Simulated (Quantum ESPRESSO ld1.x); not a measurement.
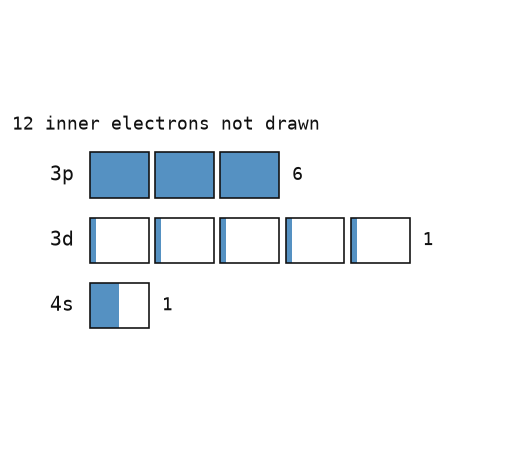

Figure 1. The outer shells as the input fills them: a box for each of the 2l + 1 orbitals, shaded by the share of the shell that is filled, with the electron count at the right.

## Run report: Sc⁺, atomic calculation

System: Sc⁺, configuration typed as [Ar] 3d1 4s1.
Method: radial all-electron Kohn-Sham run of Quantum ESPRESSO ld1.x with rel=2, dft='BLYP' as typed.

### Input file
```
 &input
    zed=21.0,
    iswitch=1,
    rel=2,
    dft='BLYP',
    config='[Ar] 3d1 4s1',
    lsmall=.true.,
    cau_fact=20.66,
    prefix='ld1',
    max_out_wfc=37,
    file_charge='ld1.rho',
 /
```

Hardware: 1 CPU thread, shared host.

Run as:
```bash
OMP_NUM_THREADS=1 ld1.x < ld1.in > ld1.out
```

### Output
```
     Program LD1 v.7.5 starts

 %%%%%%%%%%%%%%%%%%%%%%%%%%%%%%%%%%%%%%%%%%%%%%%%%%%%%%%%%%%%%%%%%%%%%%%%%%%%%%
     Error in routine dirsol (1):
     no classical turning point found
 %%%%%%%%%%%%%%%%%%%%%%%%%%%%%%%%%%%%%%%%%%%%%%%%%%%%%%%%%%%%%%%%%%%%%%%%%%%%%%

     stopping ...
```

### What the run reported

```tsv
quantity	value
outcome	ended with an error
wall time	0.65 s
```

### Diagnosis

One thing in this input was made wrong on purpose: light too slow. The run ended with an error: “Error in routine dirsol (1): no classical turning point found”.
